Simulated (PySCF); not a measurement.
## Electronic structure of LaP₅ (charge +2) in real space

The calculation's input:

```
mol = gto.M(atom='''
La    -0.00000     0.00000    -1.33308
P      1.82274     0.00002     1.14837
P      0.56324     1.73354     1.14837
P     -1.47464     1.07136     1.14837
P     -1.47462    -1.07140     1.14837
P      0.56328    -1.73352     1.14837''',
    basis={'La': 'lcecp-1-SVP', 'P': 'def2-SVP'},
    ecp={'La': 'lcecp-1-SVP'},
    charge=2, spin=0)
mf = dft.RKS(mol, xc='PBE0')
mf.grids.atom_grid = (75, 302)  # f atoms: at least (60, 302), unpruned
mf = mf.density_fit()  # La AutoAux, P def2-universal-JKFIT
mf.conv_tol = 1e-09; mf.max_cycle = 55
mf.kernel(dm0)
```

Launched as:

```sh
OMP_NUM_THREADS=2 python run.py
```

Core potentials replace the inner electrons of La.

Level of theory: RKS PBE0, La lcecp-1-SVP with ECP46, P def2-SVP; non-relativistic Hamiltonian with scalar-relativistic core potentials where named; density fitting in PySCF.

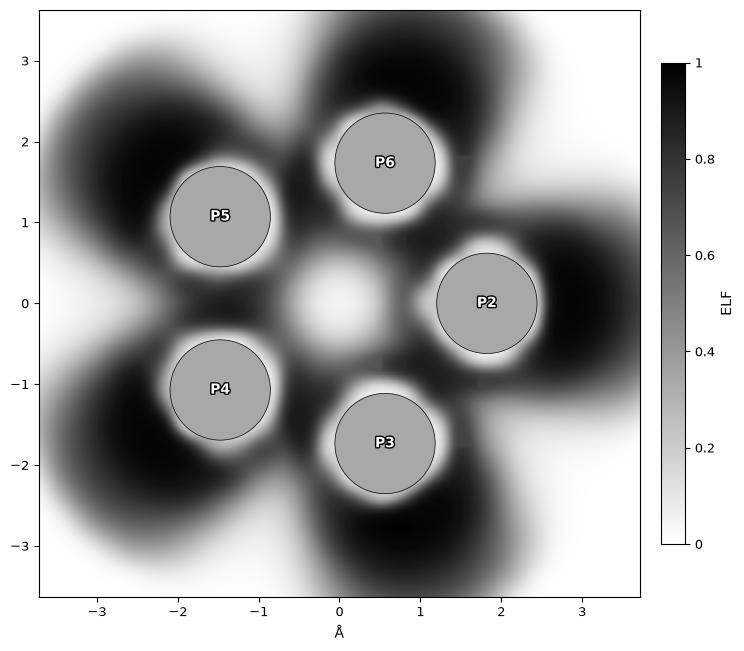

Figure 1. ELF on the plane of atoms P2, P3 and P4. Grey discs cover the atomic cores.

### Read the bonding off the picture.

The section cuts through P sites.
P–P (2.14 Å): the ELF peaks at about 0.90 between the atoms: a covalent bond.

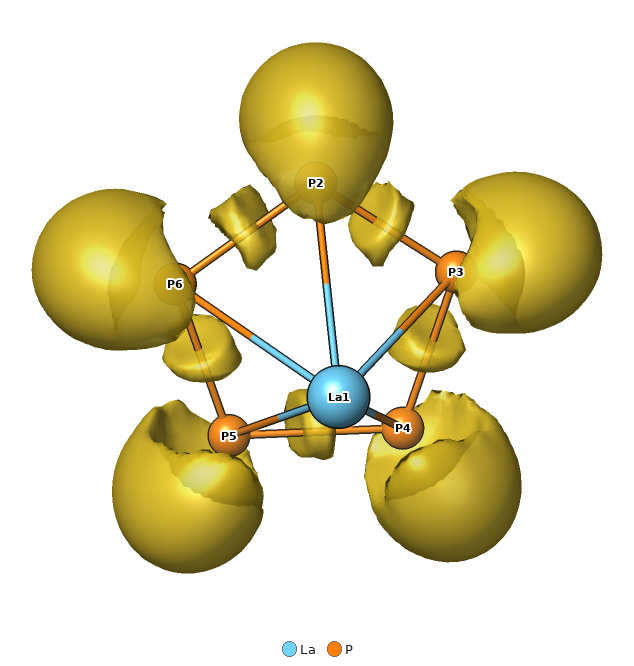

Figure 2. Isosurface of the electron localisation function at 0.8 (yellow), seen at a tilt. Core shells and regions of very low density are left out.

### What do the ELF domains correspond to?

The ELF exceeds this value in five regions between bonded P–P atoms (shared pairs) and five lobes on P, pointing away from the bonds (lone pairs). Along the contacts the grid gives the following. La–P (3.08 Å): the ELF peaks at about 0.70 in the valence shell of P, 1.0 Å from its nucleus, and is about 0.30 at the midpoint.

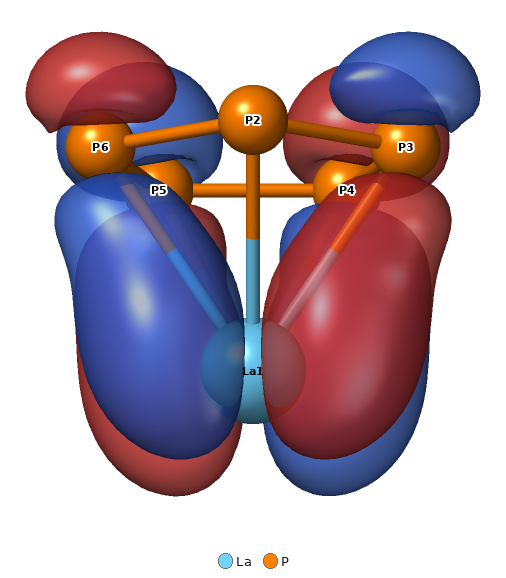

Figure 3. One frontier orbital at ±0.08 Å⁻³ᐟ² (red and blue are the two phases), seen from one side.

### Which orbital is it: HOMO or LUMO?

The LUMO, at −12.91 eV. It lies mainly on La1 (about 55 %), P3 (about 10 %), P4 (about 10 %), P5 (about 10 %) and P6 (about 10 %).

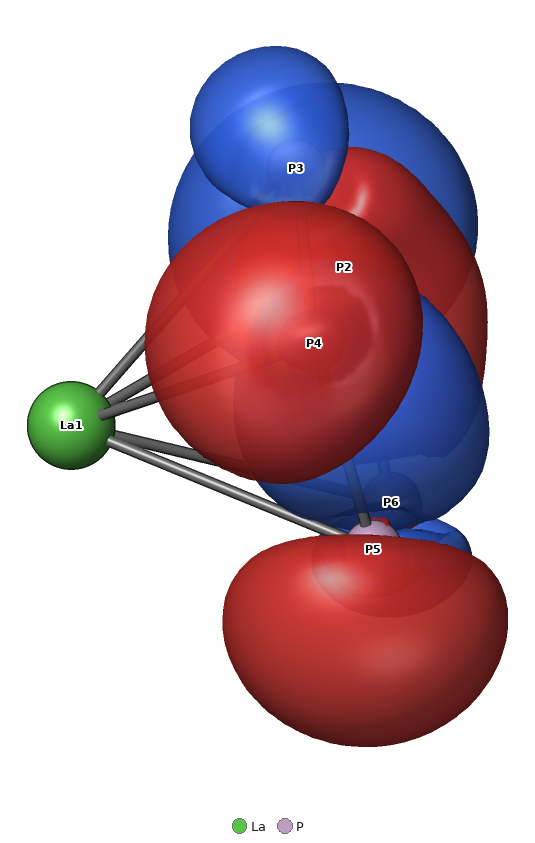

Figure 4. The HOMO at ±0.08 Å⁻³ᐟ² (blue and red are the two phases), seen at an oblique angle.

### Describe this orbital and give its energy.

It lies mainly on P2 (about 35 %), P4 (about 25 %), P5 (about 25 %), P3 (about 5 %) and P6 (about 5 %). It is one of a degenerate set, so its orientation is arbitrary. Its energy is −15.63 eV.
